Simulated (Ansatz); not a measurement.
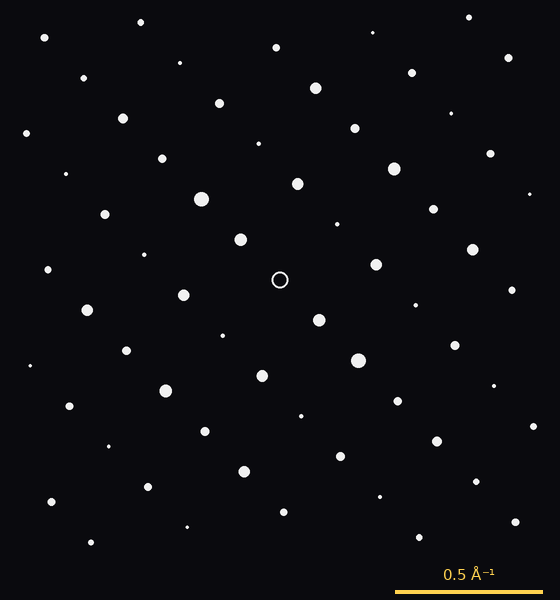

The pattern is a kinematic simulation for 120 kV electrons (no multiple scattering; isotropic B = 0.5 Å²).

Phase: MnBr3, space group Pm-3m (No. 221), a = 5.21 Å. Structure: the input geometry of an electronic-structure calculation (not necessarily at equilibrium); the starting structure was generated, so it need not be a known form of this composition.

```json
{"atom": "Mn", "site": "1a", "symmetry": "m-3m", "x": "0.0000", "y": "0.0000", "z": "0.0000"}
{"atom": "Br", "site": "3d", "symmetry": "4/mm.m", "x": "0.5000", "y": "0.0000", "z": "0.0000"}
```

### Determine the zone axis from the geometry of the pattern.

The spots form a rectangular net whose two shortest vectors correspond to d = 5.21 Å and 3.68 Å, 90.0° apart. They index as 0 0 1 and 1 -1 0 (weak), so the zone axis is [110] (or an equivalent direction of <110>).

### List the strongest reflections.

Strongest reflections with d > 1.13 Å, one of each family (|F|² from tabulated Gaussian fits of the electron scattering factors, times a small damping for the curvature of the Ewald sphere):

| hkl | d (Å) | I (strongest = 100) |
| --- | --- | --- |
| 0 0 2 | 2.605 | 100 |
| 2 -2 0 | 1.842 | 52 |
| 0 0 1 | 5.210 | 50 |
| 1 -1 1 | 3.008 | 39 |
| 2 -2 2 | 1.504 | 32 |
| 0 0 4 | 1.302 | 22 |
